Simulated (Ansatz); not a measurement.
# AlPN (quartet): PBE, BLYP, r2SCAN, B97M-V, PBE0, B3LYP over vertical spin and charge gaps, def2-QZVPP, part 1 of 2

How well do these functionals follow the top wave-function level for AlPN (quartet) over vertical spin and charge gaps?

Computed with Ansatz 0.2.0, Gaussian basis. Level: def2-QZVPP, all electrons in the functionals.

Plan: PBE, BLYP, r2SCAN, B97M-V, PBE0, B3LYP, at charge 0, quartet; charge 0, doublet; charge 0, sextet; charge 1, triplet; charge 1, quintet.

## Step 1: The system

The geometry is a PBE0/def2-TZVP stationary point (not a proven minimum).

3 atoms, charge 0, spin multiplicity 4.

Atoms are counted from 1 here; the program's logs count them from 0.

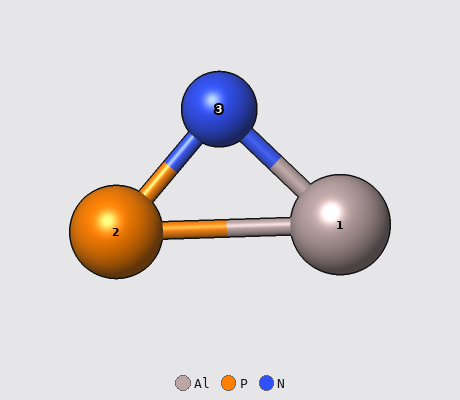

The geometry (aluminium light grey, phosphorus orange, nitrogen blue); atoms are numbered from 1 in the order of the file.

No dispersion term is added; B97M-V holds VV10 nonlocal correlation. B3LYP takes the VWN-RPA correlation.

The geometry shown and the zero of energy belong to the point charge 0, quartet. The yardstick, UCCSD(T), and other wave-function levels (R restricted, U unrestricted, valence and pair active spaces) come from earlier runs.

## Step 2: PBE, charge 0, quartet

in.yaml reads:

```yaml
crystal:
  periodic: [false, false, false]
  atoms:
    - {symbol: Al, position_ang: [0.000000, 0.253448, 1.254324]}
    - {symbol: P, position_ang: [0.000000, 0.237157, -1.105408]}
    - {symbol: N, position_ang: [0.000000, -1.012664, 0.028204]}
basis:
  gaussian: {orbitals: "def2-QZVPP.json"}
magnetization: {spin_polarized: true, initial_magnetization: 3}
hamiltonian: {xc: {name: PBE}}
output: {orbitals: {seedname: orbitals}}
```

The run is started by

```console
> ansatz run in.yaml --threads 1 --pin off --events-out ev --progress --plain --max-ram 2393MiB
```

Output, shortened:

```text
Functional definition: PBE
  name "PBE"
  cite "Perdew, Burke & Ernzerhof, Phys. Rev. Lett. 77, 3865 (1996) doi:10.1103/PhysRevLett.77.3865"
  parent pbe
[...]
859 factors; their error is unknown
[...]
mean field -17364.95255036 eV, -638.1502358383 hartree, gradient 5.0e-5 eV, S^2 3.757834; 5 other end points of the search recorded, 0 dependent functions left out
reference -17364.95258940 eV, -638.1502372728 hartree; 19, 16 occupied and 178, 181 virtual orbitals, 859 factors
Total energy: -17364.95258940 eV, -638.1502372728 hartree
```

It took 23 s on 1 thread of Arm Neoverse V2, shared host; peak memory 0.44 GiB.

From the report: ⟨S²⟩ of the determinant 3.758 (pure quartet: 3.75).

## Step 3: PBE, charge 0, doublet

Edit in.yaml of step 2 so:

```diff
@@ -8,3 +8,3 @@
   gaussian: {orbitals: "def2-QZVPP.json"}
-magnetization: {spin_polarized: true, initial_magnetization: 3}
+magnetization: {spin_polarized: true, initial_magnetization: 1}
 hamiltonian: {xc: {name: PBE}}
```

The command is unchanged.

Output, shortened:

```text
Functional definition: PBE
  name "PBE"
  cite "Perdew, Burke & Ernzerhof, Phys. Rev. Lett. 77, 3865 (1996) doi:10.1103/PhysRevLett.77.3865"
  parent pbe
[...]
859 factors; their error is unknown
[...]
mean field -17365.96487608 eV, -638.1874381222 hartree, gradient 6.7e-6 eV, S^2 0.757022; 12 other end points of the search recorded, 0 dependent functions left out
reference -17365.96490948 eV, -638.1874393497 hartree; 18, 17 occupied and 179, 180 virtual orbitals, 859 factors
Total energy: -17365.96490948 eV, -638.1874393497 hartree
```

Wall time 38 s (1 thread of Arm Neoverse V2, shared host); peak memory 0.47 GiB.

From the report: ⟨S²⟩ of the determinant 0.757 (pure doublet: 0.75).

From charge 0, quartet: -97.7 kJ/mol.

## Step 4: PBE, charge 0, sextet

Edit in.yaml of step 3 so:

```diff
@@ -8,3 +8,3 @@
   gaussian: {orbitals: "def2-QZVPP.json"}
-magnetization: {spin_polarized: true, initial_magnetization: 1}
+magnetization: {spin_polarized: true, initial_magnetization: 5}
 hamiltonian: {xc: {name: PBE}}
```

Same command.

Output, shortened:

```text
Functional definition: PBE
  name "PBE"
  cite "Perdew, Burke & Ernzerhof, Phys. Rev. Lett. 77, 3865 (1996) doi:10.1103/PhysRevLett.77.3865"
  parent pbe
[...]
859 factors; their error is unknown
[...]
mean field -17360.50688690 eV, -637.9868607194 hartree, gradient 1.4e-6 eV, S^2 8.758498; 11 other end points of the search recorded, 0 dependent functions left out
reference -17360.50692934 eV, -637.9868622790 hartree; 20, 15 occupied and 177, 182 virtual orbitals, 859 factors
Total energy: -17360.50692934 eV, -637.9868622790 hartree
```

Wall time 47 s (1 thread of Arm Neoverse V2, shared host); peak memory 0.48 GiB.

From the report: ⟨S²⟩ of the determinant 8.758 (pure sextet: 8.75).

From charge 0, quartet: +428.9 kJ/mol.

## Step 5: PBE, charge 1, triplet

Edit in.yaml of step 4 so:

```diff
@@ -8,3 +8,4 @@
   gaussian: {orbitals: "def2-QZVPP.json"}
-magnetization: {spin_polarized: true, initial_magnetization: 5}
+total_charge: 1
+magnetization: {spin_polarized: true, initial_magnetization: 2}
 hamiltonian: {xc: {name: PBE}}
```

Launched as before.

Output, shortened:

```text
Functional definition: PBE
  name "PBE"
  cite "Perdew, Burke & Ernzerhof, Phys. Rev. Lett. 77, 3865 (1996) doi:10.1103/PhysRevLett.77.3865"
  parent pbe
[...]
859 factors; their error is unknown
[...]
mean field -17358.02324747 eV, -637.8955886539 hartree, gradient 5.7e-5 eV, S^2 2.004715; 3 other end points of the search recorded, 0 dependent functions left out
reference -17358.02328865 eV, -637.8955901671 hartree; 18, 16 occupied and 179, 181 virtual orbitals, 859 factors
Total energy: -17358.02328865 eV, -637.8955901671 hartree
```

It took 18 s on 1 thread of Arm Neoverse V2, shared host; peak memory 0.4 GiB.

From the report: ⟨S²⟩ of the determinant 2.005 (pure triplet: 2.00).

From charge 0, quartet: +668.6 kJ/mol.

## Step 6: PBE, charge 1, quintet

Edit in.yaml of step 5 so:

```diff
@@ -9,3 +9,3 @@
 total_charge: 1
-magnetization: {spin_polarized: true, initial_magnetization: 2}
+magnetization: {spin_polarized: true, initial_magnetization: 4}
 hamiltonian: {xc: {name: PBE}}
```

Same command.

Output, shortened:

```text
Functional definition: PBE
  name "PBE"
  cite "Perdew, Burke & Ernzerhof, Phys. Rev. Lett. 77, 3865 (1996) doi:10.1103/PhysRevLett.77.3865"
  parent pbe
[...]
859 factors; their error is unknown
[...]
mean field -17354.75254316 eV, -637.7753924874 hartree, gradient 2.0e-6 eV, S^2 6.008652; 4 other end points of the search recorded, 0 dependent functions left out
reference -17354.75258490 eV, -637.7753940213 hartree; 19, 15 occupied and 178, 182 virtual orbitals, 859 factors
Total energy: -17354.75258490 eV, -637.7753940213 hartree
```

Run time: 24 s. Hardware: 1 thread of Arm Neoverse V2, shared host; peak memory 0.45 GiB.

From the report: ⟨S²⟩ of the determinant 6.009 (pure quintet: 6.00).

From charge 0, quartet: +984.2 kJ/mol.

## Step 7: BLYP, charge 0, quartet

Edit in.yaml of step 6 so:

```diff
@@ -8,5 +8,3 @@
   gaussian: {orbitals: "def2-QZVPP.json"}
-total_charge: 1
-magnetization: {spin_polarized: true, initial_magnetization: 4}
-hamiltonian: {xc: {name: PBE}}
-output: {orbitals: {seedname: orbitals}}
+magnetization: {spin_polarized: true, initial_magnetization: 3}
+hamiltonian: {xc: {name: BLYP}}
```

Launched as before.

Output, shortened:

```text
Functional definition: BLYP
  name "BLYP"
  cite "Becke, Phys. Rev. A 38, 3098 (1988) doi:10.1103/PhysRevA.38.3098"
  cite "Lee, Yang & Parr, Phys. Rev. B 37, 785 (1988) doi:10.1103/PhysRevB.37.785"
[...]
859 factors; their error is unknown
[...]
mean field -17374.52331935 eV, -638.5019551113 hartree, gradient 4.9e-5 eV, S^2 3.758599; 7 other end points of the search recorded, 0 dependent functions left out
reference -17374.52358525 eV, -638.5019648830 hartree; 19, 16 occupied and 178, 181 virtual orbitals, 859 factors
Total energy: -17374.52358525 eV, -638.5019648830 hartree
```

Wall time 30 s (1 thread of Arm Neoverse V2, shared host); peak memory 0.47 GiB.

From the report: ⟨S²⟩ of the determinant 3.759 (pure quartet: 3.75).

## Step 8: BLYP, charge 0, doublet

Edit in.yaml of step 7 so:

```diff
@@ -8,3 +8,3 @@
   gaussian: {orbitals: "def2-QZVPP.json"}
-magnetization: {spin_polarized: true, initial_magnetization: 3}
+magnetization: {spin_polarized: true, initial_magnetization: 1}
 hamiltonian: {xc: {name: BLYP}}
```

Same command.

Output, shortened:

```text
Functional definition: BLYP
  name "BLYP"
  cite "Becke, Phys. Rev. A 38, 3098 (1988) doi:10.1103/PhysRevA.38.3098"
  cite "Lee, Yang & Parr, Phys. Rev. B 37, 785 (1988) doi:10.1103/PhysRevB.37.785"
[...]
859 factors; their error is unknown
[...]
mean field -17375.68350602 eV, -638.5445911849 hartree, gradient 3.3e-5 eV, S^2 0.754957; 14 other end points of the search recorded, 0 dependent functions left out
reference -17375.68376408 eV, -638.5446006686 hartree; 18, 17 occupied and 179, 180 virtual orbitals, 859 factors
Total energy: -17375.68376408 eV, -638.5446006686 hartree
```

It took 42 s on 1 thread of Arm Neoverse V2, shared host; peak memory 0.48 GiB.

From the report: ⟨S²⟩ of the determinant 0.755 (pure doublet: 0.75).

From charge 0, quartet: -111.9 kJ/mol.

## Step 9: BLYP, charge 0, sextet

Edit in.yaml of step 8 so:

```diff
@@ -8,3 +8,3 @@
   gaussian: {orbitals: "def2-QZVPP.json"}
-magnetization: {spin_polarized: true, initial_magnetization: 1}
+magnetization: {spin_polarized: true, initial_magnetization: 5}
 hamiltonian: {xc: {name: BLYP}}
```

Launched as before.

Output, shortened:

```text
Functional definition: BLYP
  name "BLYP"
  cite "Becke, Phys. Rev. A 38, 3098 (1988) doi:10.1103/PhysRevA.38.3098"
  cite "Lee, Yang & Parr, Phys. Rev. B 37, 785 (1988) doi:10.1103/PhysRevB.37.785"
[...]
859 factors; their error is unknown
[...]
mean field -17369.90933314 eV, -638.3323942455 hartree, gradient 2.1e-6 eV, S^2 8.757646; 11 other end points of the search recorded, 0 dependent functions left out
reference -17369.90959981 eV, -638.3324040456 hartree; 20, 15 occupied and 177, 182 virtual orbitals, 859 factors
Total energy: -17369.90959981 eV, -638.3324040456 hartree
```

Wall time 53 s (1 thread of Arm Neoverse V2, shared host); peak memory 0.52 GiB.

From the report: ⟨S²⟩ of the determinant 8.758 (pure sextet: 8.75).

From charge 0, quartet: +445.2 kJ/mol.

## Step 10: BLYP, charge 1, triplet

Edit in.yaml of step 9 so:

```diff
@@ -8,3 +8,4 @@
   gaussian: {orbitals: "def2-QZVPP.json"}
-magnetization: {spin_polarized: true, initial_magnetization: 5}
+total_charge: 1
+magnetization: {spin_polarized: true, initial_magnetization: 2}
 hamiltonian: {xc: {name: BLYP}}
```

The command is unchanged.

Output, shortened:

```text
Functional definition: BLYP
  name "BLYP"
  cite "Becke, Phys. Rev. A 38, 3098 (1988) doi:10.1103/PhysRevA.38.3098"
  cite "Lee, Yang & Parr, Phys. Rev. B 37, 785 (1988) doi:10.1103/PhysRevB.37.785"
[...]
859 factors; their error is unknown
[...]
mean field -17367.79677236 eV, -638.2547590689 hartree, gradient 1.9e-5 eV, S^2 2.004481; 3 other end points of the search recorded, 0 dependent functions left out
reference -17367.79705626 eV, -638.2547695020 hartree; 18, 16 occupied and 179, 181 virtual orbitals, 859 factors
Total energy: -17367.79705626 eV, -638.2547695020 hartree
```

Run time: 19 s. Hardware: 1 thread of Arm Neoverse V2, shared host; peak memory 0.4 GiB.

From the report: ⟨S²⟩ of the determinant 2.004 (pure triplet: 2.00).

From charge 0, quartet: +649.0 kJ/mol.

## Step 11: BLYP, charge 1, quintet

Edit in.yaml of step 10 so:

```diff
@@ -9,3 +9,3 @@
 total_charge: 1
-magnetization: {spin_polarized: true, initial_magnetization: 2}
+magnetization: {spin_polarized: true, initial_magnetization: 4}
 hamiltonian: {xc: {name: BLYP}}
```

Same command.

Output, shortened:

```text
Functional definition: BLYP
  name "BLYP"
  cite "Becke, Phys. Rev. A 38, 3098 (1988) doi:10.1103/PhysRevA.38.3098"
  cite "Lee, Yang & Parr, Phys. Rev. B 37, 785 (1988) doi:10.1103/PhysRevB.37.785"
[...]
859 factors; their error is unknown
[...]
mean field -17364.42984416 eV, -638.1310267398 hartree, gradient 8.5e-6 eV, S^2 6.008389; 5 other end points of the search recorded, 0 dependent functions left out
reference -17364.43012381 eV, -638.1310370165 hartree; 19, 15 occupied and 178, 182 virtual orbitals, 859 factors
Total energy: -17364.43012381 eV, -638.1310370165 hartree
```

Run time: 31 s. Hardware: 1 thread of Arm Neoverse V2, shared host; peak memory 0.45 GiB.

From the report: ⟨S²⟩ of the determinant 6.008 (pure quintet: 6.00).

From charge 0, quartet: +973.9 kJ/mol.

## Step 12: r2SCAN, charge 0, quartet

Edit in.yaml of step 11 so:

```diff
@@ -8,4 +8,3 @@
   gaussian: {orbitals: "def2-QZVPP.json"}
-total_charge: 1
-magnetization: {spin_polarized: true, initial_magnetization: 4}
-hamiltonian: {xc: {name: BLYP}}
+magnetization: {spin_polarized: true, initial_magnetization: 3}
+hamiltonian: {xc: {name: r2SCAN}}
```

Launched as before.

Output, shortened:

```text
Functional definition: r2SCAN
  name "r2SCAN"
  cite "Furness, Kaplan, Ning, Perdew & Sun, J. Phys. Chem. Lett. 11, 8208 (2020) doi:10.1021/acs.jpclett.0c02405"
  cite "Furness, Kaplan, Ning, Perdew & Sun, J. Phys. Chem. Lett. 11, 9248 (2020) doi:10.1021/acs.jpclett.0c03077"
  parent r2scan
[...]
859 factors; their error is unknown
[...]
mean field -17372.28199113 eV, -638.4195878182 hartree, gradient 4.6e-5 eV, S^2 3.772854; 1 other end points of the search recorded, 0 dependent functions left out
reference -17372.28200800 eV, -638.4195884384 hartree; 19, 16 occupied and 178, 181 virtual orbitals, 859 factors
Total energy: -17372.28200800 eV, -638.4195884384 hartree
```

Wall time 24 s (1 thread of Arm Neoverse V2, shared host); peak memory 0.42 GiB.

From the report: ⟨S²⟩ of the determinant 3.773 (pure quartet: 3.75).

## Step 13: r2SCAN, charge 0, doublet

Edit in.yaml of step 12 so:

```diff
@@ -8,3 +8,3 @@
   gaussian: {orbitals: "def2-QZVPP.json"}
-magnetization: {spin_polarized: true, initial_magnetization: 3}
+magnetization: {spin_polarized: true, initial_magnetization: 1}
 hamiltonian: {xc: {name: r2SCAN}}
```

Launched as before.

Output, shortened:

```text
Functional definition: r2SCAN
  name "r2SCAN"
  cite "Furness, Kaplan, Ning, Perdew & Sun, J. Phys. Chem. Lett. 11, 8208 (2020) doi:10.1021/acs.jpclett.0c02405"
  cite "Furness, Kaplan, Ning, Perdew & Sun, J. Phys. Chem. Lett. 11, 9248 (2020) doi:10.1021/acs.jpclett.0c03077"
  parent r2scan
[...]
859 factors; their error is unknown
[...]
mean field -17373.04978166 eV, -638.4478036000 hartree, gradient 4.9e-6 eV, S^2 0.771460; 15 other end points of the search recorded, 0 dependent functions left out
reference -17373.04979730 eV, -638.4478041748 hartree; 18, 17 occupied and 179, 180 virtual orbitals, 859 factors
Total energy: -17373.04979730 eV, -638.4478041748 hartree
```

Wall time 1.7 min (1 thread of Arm Neoverse V2, shared host); peak memory 0.54 GiB.

From the report: ⟨S²⟩ of the determinant 0.771 (pure doublet: 0.75).

From charge 0, quartet: -74.1 kJ/mol.

## Step 14: r2SCAN, charge 0, sextet

Edit in.yaml of step 13 so:

```diff
@@ -8,3 +8,3 @@
   gaussian: {orbitals: "def2-QZVPP.json"}
-magnetization: {spin_polarized: true, initial_magnetization: 1}
+magnetization: {spin_polarized: true, initial_magnetization: 5}
 hamiltonian: {xc: {name: r2SCAN}}
```

Same command.

Output, shortened:

```text
Functional definition: r2SCAN
  name "r2SCAN"
  cite "Furness, Kaplan, Ning, Perdew & Sun, J. Phys. Chem. Lett. 11, 8208 (2020) doi:10.1021/acs.jpclett.0c02405"
  cite "Furness, Kaplan, Ning, Perdew & Sun, J. Phys. Chem. Lett. 11, 9248 (2020) doi:10.1021/acs.jpclett.0c03077"
  parent r2scan
[...]
859 factors; their error is unknown
[...]
mean field -17368.12739552 eV, -638.2669092458 hartree, gradient 6.3e-6 eV, S^2 8.769810; 10 other end points of the search recorded, 0 dependent functions left out
reference -17368.12741595 eV, -638.2669099966 hartree; 20, 15 occupied and 177, 182 virtual orbitals, 859 factors
Total energy: -17368.12741595 eV, -638.2669099966 hartree
```

Wall time 85 s (1 thread of Arm Neoverse V2, shared host); peak memory 0.54 GiB.

From the report: ⟨S²⟩ of the determinant 8.770 (pure sextet: 8.75).

From charge 0, quartet: +400.9 kJ/mol.

## Step 15: r2SCAN, charge 1, triplet

Edit in.yaml of step 14 so:

```diff
@@ -8,3 +8,4 @@
   gaussian: {orbitals: "def2-QZVPP.json"}
-magnetization: {spin_polarized: true, initial_magnetization: 5}
+total_charge: 1
+magnetization: {spin_polarized: true, initial_magnetization: 2}
 hamiltonian: {xc: {name: r2SCAN}}
```

Launched as before.

Output, shortened:

```text
Functional definition: r2SCAN
  name "r2SCAN"
  cite "Furness, Kaplan, Ning, Perdew & Sun, J. Phys. Chem. Lett. 11, 8208 (2020) doi:10.1021/acs.jpclett.0c02405"
  cite "Furness, Kaplan, Ning, Perdew & Sun, J. Phys. Chem. Lett. 11, 9248 (2020) doi:10.1021/acs.jpclett.0c03077"
  parent r2scan
[...]
859 factors; their error is unknown
[...]
mean field -17365.24023418 eV, -638.1608080236 hartree, gradient 1.6e-5 eV, S^2 2.011909; 3 other end points of the search recorded, 0 dependent functions left out
reference -17365.24024910 eV, -638.1608085720 hartree; 18, 16 occupied and 179, 181 virtual orbitals, 859 factors
Total energy: -17365.24024910 eV, -638.1608085720 hartree
```

Run time: 39 s. Hardware: 1 thread of Arm Neoverse V2, shared host; peak memory 0.44 GiB.

From the report: ⟨S²⟩ of the determinant 2.012 (pure triplet: 2.00).

From charge 0, quartet: +679.4 kJ/mol.

## Step 16: r2SCAN, charge 1, quintet

Edit in.yaml of step 15 so:

```diff
@@ -9,3 +9,3 @@
 total_charge: 1
-magnetization: {spin_polarized: true, initial_magnetization: 2}
+magnetization: {spin_polarized: true, initial_magnetization: 4}
 hamiltonian: {xc: {name: r2SCAN}}
```

Launched as before.

Output, shortened:

```text
Functional definition: r2SCAN
  name "r2SCAN"
  cite "Furness, Kaplan, Ning, Perdew & Sun, J. Phys. Chem. Lett. 11, 8208 (2020) doi:10.1021/acs.jpclett.0c02405"
  cite "Furness, Kaplan, Ning, Perdew & Sun, J. Phys. Chem. Lett. 11, 9248 (2020) doi:10.1021/acs.jpclett.0c03077"
  parent r2scan
[...]
859 factors; their error is unknown
[...]
mean field -17362.19938376 eV, -638.0490588316 hartree, gradient 3.2e-6 eV, S^2 6.021143; 4 other end points of the search recorded, 0 dependent functions left out
reference -17362.19939885 eV, -638.0490593862 hartree; 19, 15 occupied and 178, 182 virtual orbitals, 859 factors
Total energy: -17362.19939885 eV, -638.0490593862 hartree
```

It took 65 s on 1 thread of Arm Neoverse V2, shared host; peak memory 0.5 GiB.

From the report: ⟨S²⟩ of the determinant 6.021 (pure quintet: 6.00).

From charge 0, quartet: +972.8 kJ/mol.

## Step 17: B97M-V, charge 0, quartet

Edit in.yaml of step 16 so:

```diff
@@ -8,4 +8,3 @@
   gaussian: {orbitals: "def2-QZVPP.json"}
-total_charge: 1
-magnetization: {spin_polarized: true, initial_magnetization: 4}
-hamiltonian: {xc: {name: r2SCAN}}
+magnetization: {spin_polarized: true, initial_magnetization: 3}
+hamiltonian: {xc: {name: B97M-V}}
```

Same command.

Output, shortened:

```text
Functional definition: B97M-V
  name "B97M-V"
  cite "Mardirossian & Head-Gordon, J. Chem. Phys. 142, 074111 (2015) doi:10.1063/1.4907719"
  cite "Becke, J. Chem. Phys. 107, 8554 (1997) doi:10.1063/1.475007"
  cite "Vydrov & Van Voorhis, J. Chem. Phys. 133, 244103 (2010) doi:10.1063/1.3521275"
  # Of w^i u^j: cxij and so on, Table III.
[...]
  gx(w, u) = cx00 + cx01*u + cx02*u^2 + (cx10 + cx11*u)*w
[...]
  gos(w, u) = cos00 + cos01*u + cos03*u^3 + cos10*w + cos32*w^3*u^2
[...]
      + integral(e_c_pw_mod_opposite_spin*gos(b97_w_opposite, b97_u_opposite)) + vv10(b, c)
859 factors; their error is unknown
[...]
mean field -17369.93121717 eV, -638.3331984687 hartree, gradient 1.5e-5 eV, S^2 3.764740; 1 other end points of the search recorded, 0 dependent functions left out
reference -17369.93127376 eV, -638.3332005484 hartree; 19, 16 occupied and 178, 181 virtual orbitals, 859 factors
Total energy: -17369.93127376 eV, -638.3332005484 hartree
```

Wall time 33 s (1 thread of Arm Neoverse V2, shared host); peak memory 0.49 GiB.

From the report: ⟨S²⟩ of the determinant 3.765 (pure quartet: 3.75).

## Step 18: B97M-V, charge 0, doublet

Edit in.yaml of step 17 so:

```diff
@@ -8,3 +8,3 @@
   gaussian: {orbitals: "def2-QZVPP.json"}
-magnetization: {spin_polarized: true, initial_magnetization: 3}
+magnetization: {spin_polarized: true, initial_magnetization: 1}
 hamiltonian: {xc: {name: B97M-V}}
```

Launched as before.

Output, shortened:

```text
Functional definition: B97M-V
  name "B97M-V"
  cite "Mardirossian & Head-Gordon, J. Chem. Phys. 142, 074111 (2015) doi:10.1063/1.4907719"
  cite "Becke, J. Chem. Phys. 107, 8554 (1997) doi:10.1063/1.475007"
  cite "Vydrov & Van Voorhis, J. Chem. Phys. 133, 244103 (2010) doi:10.1063/1.3521275"
  # Of w^i u^j: cxij and so on, Table III.
[...]
  gx(w, u) = cx00 + cx01*u + cx02*u^2 + (cx10 + cx11*u)*w
[...]
  gos(w, u) = cos00 + cos01*u + cos03*u^3 + cos10*w + cos32*w^3*u^2
[...]
      + integral(e_c_pw_mod_opposite_spin*gos(b97_w_opposite, b97_u_opposite)) + vv10(b, c)
859 factors; their error is unknown
[...]
mean field -17370.95115080 eV, -638.3706803384 hartree, gradient 2.1e-5 eV, S^2 0.758566; 16 other end points of the search recorded, 0 dependent functions left out
reference -17370.95120060 eV, -638.3706821683 hartree; 18, 17 occupied and 179, 180 virtual orbitals, 859 factors
Total energy: -17370.95120060 eV, -638.3706821683 hartree
```

Run time: 2.1 min. Hardware: 1 thread of Arm Neoverse V2, shared host; peak memory 0.6 GiB.

From the report: ⟨S²⟩ of the determinant 0.759 (pure doublet: 0.75).

From charge 0, quartet: -98.4 kJ/mol.

## Step 19: B97M-V, charge 0, sextet

Edit in.yaml of step 18 so:

```diff
@@ -8,3 +8,3 @@
   gaussian: {orbitals: "def2-QZVPP.json"}
-magnetization: {spin_polarized: true, initial_magnetization: 1}
+magnetization: {spin_polarized: true, initial_magnetization: 5}
 hamiltonian: {xc: {name: B97M-V}}
```

The command is unchanged.

Output, shortened:

```text
Functional definition: B97M-V
  name "B97M-V"
  cite "Mardirossian & Head-Gordon, J. Chem. Phys. 142, 074111 (2015) doi:10.1063/1.4907719"
  cite "Becke, J. Chem. Phys. 107, 8554 (1997) doi:10.1063/1.475007"
  cite "Vydrov & Van Voorhis, J. Chem. Phys. 133, 244103 (2010) doi:10.1063/1.3521275"
  # Of w^i u^j: cxij and so on, Table III.
[...]
  gx(w, u) = cx00 + cx01*u + cx02*u^2 + (cx10 + cx11*u)*w
[...]
  gos(w, u) = cos00 + cos01*u + cos03*u^3 + cos10*w + cos32*w^3*u^2
[...]
      + integral(e_c_pw_mod_opposite_spin*gos(b97_w_opposite, b97_u_opposite)) + vv10(b, c)
859 factors; their error is unknown
[...]
mean field -17365.59684931 eV, -638.1739133879 hartree, gradient 9.6e-6 eV, S^2 8.764814; 11 other end points of the search recorded, 0 dependent functions left out
reference -17365.59690894 eV, -638.1739155791 hartree; 20, 15 occupied and 177, 182 virtual orbitals, 859 factors
Total energy: -17365.59690894 eV, -638.1739155791 hartree
```

Wall time 2.9 min (1 thread of Arm Neoverse V2, shared host); peak memory 0.65 GiB.

From the report: ⟨S²⟩ of the determinant 8.765 (pure sextet: 8.75).

From charge 0, quartet: +418.2 kJ/mol.

(Continued in part 2 of 2.)
